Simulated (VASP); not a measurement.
# TiNbSbC: structure and properties in VASP, part 2 of 4

What structure does TiNbSbC take at this level, and what are its properties? The cell is invented: it takes the structure of a Materials Project entry for HfNbCN (space group 160 there), with some of its atoms replaced by other elements, volume scaled by an estimate. It may not be a known or stable phase.

VASP 6.6.1; LDA; plane waves and PAW (Sb, Nb_sv, Ti_sv, C); invented cell.

Still holding for the runs below: The k-mesh is coarse for a metal.

So far: Starting point; Rough relaxation of the start cell.

## (2) Rough relaxation of the start cell (continued)

The steps of the relaxation:

```tsv
step	energy less that of the first step (eV)	largest force (eV/Å)	pressure (GPa)	volume (Å³)
1	0.0000	7.3299	2.46	62.96
2	-2.9118	3.2613	-13.55	65.19
3	-3.1653	1.8365	-13.90	65.98
4	-2.0373	9.4791	48.55	53.11
5	-3.8030	2.5185	3.29	60.40
6	-4.4210	0.6566	0.25	60.20
7	-4.4540	0.2430	0.20	60.05
8	-4.4547	0.2799	0.26	60.03
9	-4.4589	0.0774	-0.67	60.24
10	-4.4590	0.0824	-0.73	60.23
11	-4.4589	0.1133	0.88	59.72
12	-4.4599	0.0847	0.16	59.99
13	-4.4603	0.0177	0.02	60.02
```

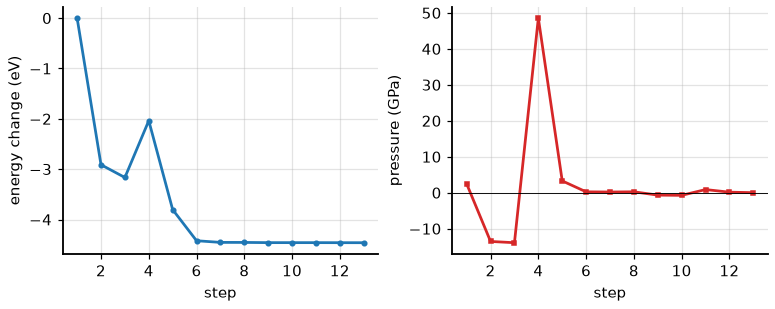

Energy and pressure along the relaxation.

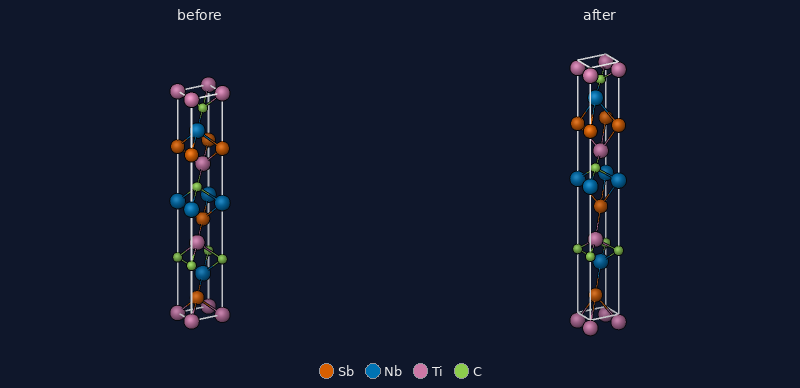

The structure before and after the relaxation, drawn at the same scale. Bonds to atoms that aren't drawn are left out.

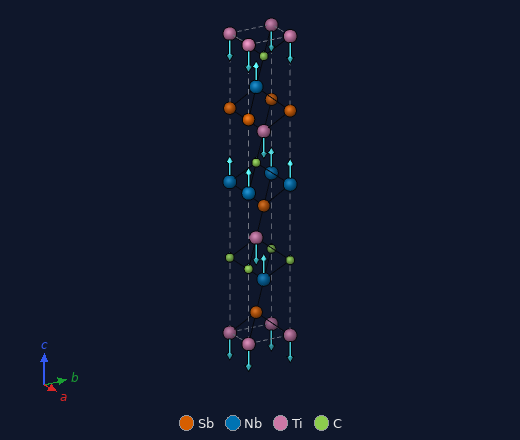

Displacements in the relaxation, exaggerated, measured against the changing cell; the longest in the cell stands for 0.58 Å. Bonds to atoms that aren't drawn are left out. Some periodic images of atoms are drawn too.

```tsv
cell as run	before	after	change
a (Å)	6.159	6.877	+11.7 %
b (Å)	6.159	6.877	+11.7 %
c (Å)	6.159	6.877	+11.7 %
α (°)	33.37	27.21	-18.5 %
β (°)	33.37	27.21	-18.5 %
γ (°)	33.37	27.21	-18.5 %
volume (Å³/atom)	15.74	15.00	-4.7 %
```

The atoms that moved most (Å, as changes of fractional coordinates times the final cell):

```tsv
atom	dx	dy	dz	length
Ti3	0.000	0.000	-0.578	0.578
Nb2	0.000	0.000	0.533	0.533
C4	0.000	0.000	0.055	0.055
Sb1	0.000	0.000	-0.009	0.009
```

The relaxed structure:

```xyz
4
Lattice="1.6179 0.9341 6.6189 -1.6179 0.9341 6.6189 0.0000 -1.8682 6.6189" Properties=species:S:1:pos:R:3 pbc="T T T"
Sb    0.0000    0.0000   14.8684
Nb    0.0000    0.0000   10.5212
Ti    0.0000    0.0000   19.2438
C     0.0000    0.0000    5.0082
```

Numbers from this step:

| Quantity | Value |
| --- | --- |
| electrons | 34 |
| bands | 23 |
| irreducible k-points | 19 |
| symmetry operations | 6 |
| free energy (TOTEN) | -37.29 eV |
| energy at zero smearing | -37.28 eV |
| Fermi energy | 11.01 eV |
| pressure | 0.01646 GPa |
| metallic | yes |
| SCF cycles over all ionic steps | 478 |

It ends with a largest force of 0.018 eV/Å and a pressure of 0.02 GPa.

## (3) Relaxing cell and atoms (LDA)

Properties are meant for the cell that this level of theory prefers, so cell and atoms are relaxed first (ISIF = 3) until forces and stress are small; EDIFFG sets the threshold.

File INCAR:

```
SYSTEM = TiNbSbC
PREC = Accurate
ENCUT = 520
EDIFF = 1E-06
NELM = 100
ISMEAR = -1
SIGMA = 0.05
LREAL = .FALSE.
ALGO = Normal
GGA = CA
NBANDS = 23
LORBIT = 11
LWAVE = .FALSE.
LCHARG = .FALSE.
KPAR = 2
IBRION = 2
NSW = 60
ISIF = 3
EDIFFG = -0.01
```

File POSCAR:

```
TiNbSbC
1.0
    1.6178798936      0.9340828814      6.6188828815
   -1.6178798936      0.9340828814      6.6188828815
    0.0000000000     -1.8681668088      6.6188829043
Sb Nb Ti C
1 1 1 1
Direct
    0.7487884071      0.7487884071      0.7487884071
    0.5298555171      0.5298555171      0.5298555167
    0.9691382598      0.9691382598      0.9691382603
    0.2522178159      0.2522178159      0.2522178159
```

File KPOINTS:

```
Automatic mesh
0
Gamma
7 7 7
0 0 0
```

PAW data sets: Sb, Nb_sv, Ti_sv and C (LDA family, release 64).

Launch:

```
> mpirun -np 2 vasp_std
```

The log of the run:

```text
[... set-up lines as in an earlier step ...]
 entering main loop
       N       E                     dE             d eps       ncg     rms          rms(c)
DAV:   1     0.389305274802E+03    0.38931E+03   -0.16116E+04  2024   0.156E+03
DAV:   2    -0.122218258011E+00   -0.38943E+03   -0.37366E+03  2411   0.537E+02
DAV:   3    -0.407289524623E+02   -0.40607E+02   -0.39700E+02  3450   0.142E+02
DAV:   4    -0.436436928903E+02   -0.29147E+01   -0.28987E+01  2927   0.343E+01
DAV:   5    -0.438142816497E+02   -0.17059E+00   -0.17048E+00  3272   0.854E+00    0.188E+01
DAV:   6    -0.378757466977E+02    0.59385E+01   -0.48100E+01  3077   0.547E+01    0.835E+00
DAV:   7    -0.382421377565E+02   -0.36639E+00   -0.19694E+01  3024   0.334E+01    0.689E+00
DAV:   8    -0.372511275571E+02    0.99101E+00   -0.35253E+00  3272   0.191E+01    0.338E+00
DAV:   9    -0.372256287072E+02    0.25499E-01   -0.79373E-01  2868   0.718E+00    0.144E+00
DAV:  10    -0.372048404151E+02    0.20788E-01   -0.12719E-01  2991   0.299E+00    0.648E-01
DAV:  11    -0.372024720095E+02    0.23684E-02   -0.28385E-02  3344   0.121E+00    0.254E-01
DAV:  12    -0.372028605566E+02   -0.38855E-03   -0.25475E-03  2376   0.440E-01    0.923E-02
DAV:  13    -0.372027394992E+02    0.12106E-03   -0.55973E-04  3089   0.199E-01    0.332E-02
DAV:  14    -0.372027398059E+02   -0.30668E-06   -0.37332E-05  3118   0.452E-02    0.176E-02
DAV:  15    -0.372027392523E+02    0.55360E-06   -0.10181E-05  2926   0.280E-02    0.555E-03
DAV:  16    -0.372027390548E+02    0.19750E-06   -0.90518E-07  1650   0.821E-03
   1 F= -.37202739E+02 E0= -.37190910E+02  d E =-.372027E+02
 curvature:   0.00 expect dE= 0.000E+00 dE for cont linesearch  0.000E+00
 trial: gam= 0.00000 g(F)=  0.284E-02 g(S)=  0.116E-02 ort = 0.000E+00 (trialstep = 0.100E+01)
 search vector abs. value=  0.400E-02
 bond charge predicted
       N       E                     dE             d eps       ncg     rms          rms(c)
DAV:   1    -0.372091142985E+02   -0.63750E-02   -0.79353E-01  3036   0.110E+01    0.862E-01
DAV:   2    -0.372052823641E+02    0.38319E-02   -0.94427E-02  2164   0.302E+00    0.307E-01
DAV:   3    -0.372051369800E+02    0.14538E-03   -0.28997E-02  3587   0.143E+00    0.311E-01
DAV:   4    -0.372034057632E+02    0.17312E-02   -0.99967E-03  3416   0.769E-01    0.728E-02
DAV:   5    -0.372034738068E+02   -0.68044E-04   -0.10437E-03  3460   0.201E-01    0.513E-02
DAV:   6    -0.372035601174E+02   -0.86311E-04   -0.18168E-04  3585   0.747E-02    0.454E-02
DAV:   7    -0.372036314513E+02   -0.71334E-04   -0.84225E-05  3074   0.583E-02    0.130E-02
DAV:   8    -0.372036473881E+02   -0.15937E-04   -0.61494E-05  3633   0.436E-02    0.545E-03
DAV:   9    -0.372036476180E+02   -0.22991E-06   -0.24389E-06  2323   0.127E-02
   2 F= -.37203648E+02 E0= -.37191764E+02  d E =-.908563E-03
[... from here on, the cycles between the ionic steps are left out ...]
   3 F= -.37204027E+02 E0= -.37192131E+02  d E =-.128829E-02
   4 F= -.37205208E+02 E0= -.37193539E+02  d E =-.118071E-02
   5 F= -.37205223E+02 E0= -.37193592E+02  d E =-.119560E-02
   6 F= -.37205392E+02 E0= -.37193684E+02  d E =-.168762E-03
   7 F= -.37205411E+02 E0= -.37193661E+02  d E =-.188000E-03
   8 F= -.37205455E+02 E0= -.37193622E+02  d E =-.440441E-04
   9 F= -.37205468E+02 E0= -.37193660E+02  d E =-.565691E-04
  10 F= -.37205468E+02 E0= -.37193671E+02  d E =-.570637E-04
  11 F= -.37205451E+02 E0= -.37193676E+02  d E =-.398748E-04
  12 F= -.37205465E+02 E0= -.37193672E+02  d E =-.538601E-04
  13 F= -.37205467E+02 E0= -.37193666E+02  d E =-.560431E-04
  14 F= -.37205467E+02 E0= -.37193666E+02  d E =-.561447E-04
 curvature:  -0.01 expect dE=-0.286E-06 dE for cont linesearch -0.517E-07
 ZBRENT: accuracy reached
 trial: gam=-0.11537 g(F)=  0.204E-04 g(S)=  0.827E-05 ort = 0.469E-04 (trialstep = 0.675E+00)
 search vector abs. value=  0.235E-04
 bond charge predicted
       N       E                     dE             d eps       ncg     rms          rms(c)
DAV:   1    -0.372054716575E+02   -0.43024E-05   -0.14827E-03  2511   0.521E-01    0.212E-02
DAV:   2    -0.372054781096E+02   -0.64521E-05   -0.15768E-04  2238   0.116E-01    0.118E-02
DAV:   3    -0.372054774430E+02    0.66658E-06   -0.26602E-05  3142   0.464E-02    0.822E-03
DAV:   4    -0.372054763033E+02    0.11397E-05   -0.65568E-06  2473   0.211E-02    0.299E-03
DAV:   5    -0.372054763518E+02   -0.48449E-07   -0.12019E-06  1574   0.822E-03
  15 F= -.37205476E+02 E0= -.37193696E+02  d E =-.926326E-05
 trial-energy change:   -0.000009  1 .order   -0.000010   -0.000016   -0.000005
 step:   0.9599(harm=  0.9599)  dis= 0.00077  next Energy=   -37.205478 (dE=-0.112E-04)
 reached required accuracy - stopping structural energy minimisation
```

Wall time 20 min (2 MPI ranks of Intel Xeon 6975P-C (Granite Rapids), shared host); peak memory 0.75 GiB.

From OUTCAR (step 3):

```text
  LATTYP: Found a trigonal (rhomboedric) cell.
 ALAT       =     6.8774745931
 COS(alpha) =     0.8893211694

The static configuration has the point symmetry C_3v.

 Found     44 irreducible k-points:

   k-points           NKPTS =     44   k-points in BZ     NKDIM =     44   number of bands    NBANDS=     23

   dimension x,y,z NGX =    54 NGY =   54 NGZ =   54
   dimension x,y,z NGXF=   108 NGYF=  108 NGZF=  108

   ENCUT  =  520.0 eV  38.22 Ry    6.18 a.u.  12.79 12.79 12.79*2*pi/ulx,y,z

   NELECT =      34.0000    total number of electrons

 E-fermi :  10.9907

 k-point     1 :       0.0000    0.0000    0.0000
  band No.  band energies     occupation
    ...
     12       7.1184      2.00000
     13       7.1184      2.00000
     14       7.6952      2.00000
     15      10.6491      1.99785
     16      10.6491      1.99785
     17      11.3917      0.00066
     18      12.1867      0.00000
     19      12.1867      0.00000
     20      13.3826      0.00000
     21      13.3826      0.00000
    ...

 k-point     2 :       0.1429    0.0000   -0.0000
  band No.  band energies     occupation
    ...
     13       7.2615      2.00000
     14       7.8562      2.00000
     15      10.1136      2.00000
     16      10.7499      1.98396
     17      10.8958      1.73950
     18      11.4863      0.00010
     19      12.1875      0.00000
     20      13.3139      0.00000
     21      13.5090      0.00000
     22      14.1139      0.00000
    ...

  Total       -0.0067068     -0.0067068      0.0098904      0.0000000     -0.0000000     -0.0000000
  in kB       -0.1792523     -0.1792523      0.2643395      0.0000000     -0.0000000     -0.0000000
  external PRESSURE =      -0.0313884 kB  Pullay stress =       0.0000000 kB

  energy-cutoff  :      520.00
  volume of cell :       59.95
      direct lattice vectors                 reciprocal lattice vectors
     1.612437025  0.930940441  6.655869559     0.310089630  0.179030362  0.050081119
    -1.612437025  0.930940441  6.655869559    -0.310089630  0.179030362  0.050081119
     0.000000000 -1.861881930  6.655869583     0.000000000 -0.358060724  0.050081091

 POSITION                                       TOTAL-FORCE (eV/Angst)
 -----------------------------------------------------------------------------------
      0.00000     -0.00000     14.95393        -0.000000      0.000000     -0.001026
      0.00000     -0.00000     10.56502        -0.000000      0.000000     -0.002333
      0.00000     -0.00000     19.35700        -0.000000      0.000000     -0.003032
      0.00000     -0.00000      5.04307         0.000000     -0.000000      0.006391
 -----------------------------------------------------------------------------------
    total drift:                                0.000000      0.000001     -0.000446

  FREE ENERGIE OF THE ION-ELECTRON SYSTEM (eV)
  ---------------------------------------------------
  free  energy   TOTEN  =       -37.2054763518 eV

  energy  without entropy=      -37.1819160570  energy(sigma->0) =      -37.19369620

 total charge
# of ion       s       p       d       tot
------------------------------------------
    1        1.160   1.328   0.064   2.551
    2        2.173   6.038   2.564  10.775
    3        2.193   6.185   2.063  10.440
    4        0.877   1.549   0.000   2.426
--------------------------------------------------
tot          6.402  15.099   4.691  26.192

[... 2 parts as in an earlier step ...]

[... 7 further parts left out ...]
```

Step by step:

```tsv
step	energy less that of the first step (eV)	largest force (eV/Å)	pressure (GPa)	volume (Å³)
1	0.0000	0.2075	0.42	60.02
2	-0.0009	0.0410	-1.07	60.36
3	-0.0013	0.0697	-0.56	60.24
4	-0.0025	0.0156	-0.09	59.99
5	-0.0025	0.0290	-0.04	59.95
6	-0.0027	0.0126	0.11	59.91
7	-0.0027	0.0161	0.19	59.89
8	-0.0027	0.0176	-0.10	59.97
9	-0.0027	0.0172	-0.03	59.94
10	-0.0027	0.0159	-0.05	59.94
11	-0.0027	0.0166	0.08	59.91
12	-0.0027	0.0172	0.06	59.93
13	-0.0027	0.0177	0.06	59.94
14	-0.0027	0.0169	0.03	59.94
15	-0.0027	0.0064	0.00	59.95
```

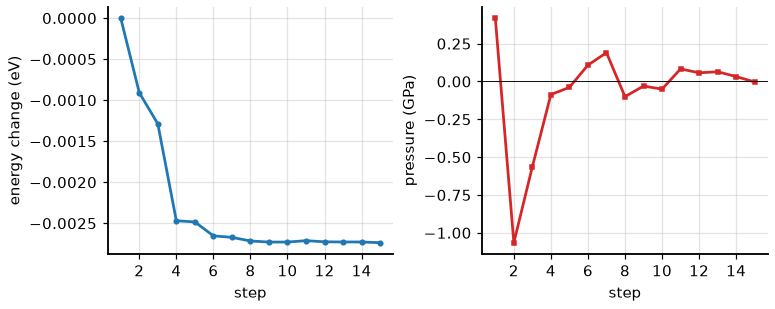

Energy and pressure along the relaxation.

```tsv
conventional cell, symmetrised	before	after	change
a (Å)	3.236	3.225	-0.3 %
b (Å)	3.236	3.225	-0.3 %
c (Å)	19.857	19.968	+0.6 %
volume (Å³/atom)	15.00	14.99	-0.1 %
```

The atoms that moved most (Å, as changes of fractional coordinates times the final cell):

```tsv
atom	dx	dy	dz	length
Nb2	0.000	0.000	-0.015	0.015
C4	0.000	0.000	0.007	0.007
Ti3	0.000	0.000	0.006	0.006
```

Final coordinates:

```cif
data_structure
_symmetry_space_group_name_H-M 'P 1'
_symmetry_Int_Tables_number 1
_cell_length_a 6.9114
_cell_length_b 6.9114
_cell_length_c 6.9114
_cell_angle_alpha 26.983
_cell_angle_beta 26.983
_cell_angle_gamma 26.983
_cell_volume 59.95
loop_
_atom_site_label
_atom_site_type_symbol
_atom_site_fract_x
_atom_site_fract_y
_atom_site_fract_z
_atom_site_occupancy
Sb1 Sb 0.74891 0.74891 0.74891 1
Nb2 Nb 0.52911 0.52911 0.52911 1
Ti3 Ti 0.96942 0.96942 0.96942 1
C4 C 0.25256 0.25256 0.25256 1
```

This step gave:

- irreducible k-points: 44
- free energy (TOTEN): -37.21 eV
- energy at zero smearing: -37.19 eV
- Fermi energy: 10.99 eV
- pressure: -0.003139 GPa
- SCF cycles over all ionic steps: 99

It ends with a largest force of 0.006 eV/Å and a pressure of 0.00 GPa.

(Continued in part 3 of 4.)

[Lines on the potential files, build, host, timing and source positions are cut from VASP's logs without a mark.]

[Logs are printed without paths, hosts, clocks, repeated set-up lines and the standing remarks that a program may print on its own settings, such as how far it seeks lower states.]

[Hosts, paths, dates, database ids (printed as entryN), source tags and the programs' standing remarks are cut or masked in the printed files.]

[A measured line is paired with the nearest computed mode of its activity, which favours agreement.]

[In band tables of VASP the shares of atoms and orbitals are scaled to a sum of 1 inside the atoms' spheres.]
